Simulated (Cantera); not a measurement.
A closed system holds: 1 mol V2O3, 11 mol H2, 39 mol N2, held at 39.0 mbar.

Cantera equilibrium calculation (NASA polynomials, part measured and part estimated; ideal gas, pure solids and liquids). Candidate condensed phases: H2O, V, VN, VO, V2O3, V2O4, V2O5; 28 gas species. Mutual solubility and eutectic melting of coexisting phases are not modelled. VO: taken at fixed stoichiometry. Condensed phases not in the tables: the oxides between V2O3 and V2O5 other than VO2. Equilibrium is a limit: real reactors are often held back by kinetics, nucleation or transport.

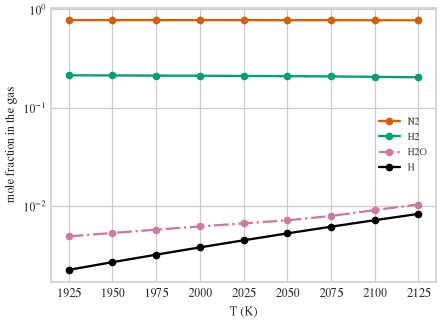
Figure: Equilibrium gas composition (values under 1e-9 drawn at 1e-9)

From 1925 K to 2050 K the condensed part is VO(s) + V2O3(s). From 2075 K to 2125 K the condensed part is VO(l) + V2O3(s). The main V-bearing gas is VO2 throughout. The share of V in condensed phases is highest at 1925 K (99.7 %) and lowest at 2125 K (93.6 %).
